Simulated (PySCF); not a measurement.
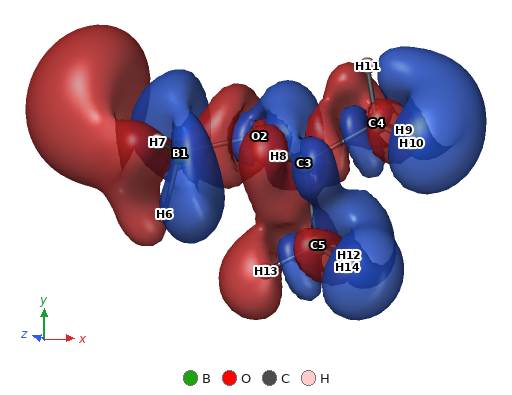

Figure. C3H9BO, charge −1, doublet, SMILES `[BH2-]OC(C)C`. Change of the electron density in a uniform field of 0.10 V/Å, surfaces at ±0.0005 e/Å³ (blue: gain, red: loss).

PySCF calculation, BLYP/6-31+G*, gas phase; geometry: GFN2-xTB. No frequency check shows the geometry to be a minimum. For an anion such functionals hold the outermost electrons too loosely, so the response is rough. The basis has diffuse s and p functions alone, which still leaves polarisabilities too small, most of all across bonds. The stability of the open-shell solution wasn't checked. GFN2-xTB doesn't know the spin state, so this open-shell geometry is rough.

The field was applied in both directions; the picture shows the one opposite to the script's first.

Along which Cartesian direction does the field point?

Answer. Along −x: electrons gather on the +x side, against the field.

What dipole is induced, and what polarisability does it imply?

Answer. The induced dipole is 0.80 D (+0.79 D along the field); α along this axis, from the fields in both directions, is 150 bohr³ (22.2 Å³). The response isn't linear: the two directions induce 0.75 and 0.80 D.
